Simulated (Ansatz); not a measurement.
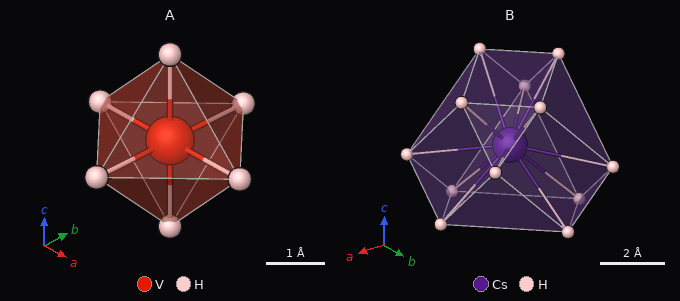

Coordination polyhedra in Cs2VH6 (Fm-3m). The shape measure S (0 to 100) is the computed least-squares distance from an ideal polyhedron; S = 0 means ideal. Source: the end point of a relaxation with DFT PBE, scalar-relativistic, plane waves, PAW (Ansatz); the starting structure was generated, so it need not be a known form of this composition.

### Which coordination does each panel show?

A. VH6: an essentially ideal octahedron (coordination number 6, S = 0.00; next best trigonal prism, S = 16.7); mean bond 1.76 Å.
B. CsH12: a clearly distorted cuboctahedron (coordination number 12, S = 2.70; next best icosahedron, S = 7.8); mean bond 3.30 Å.
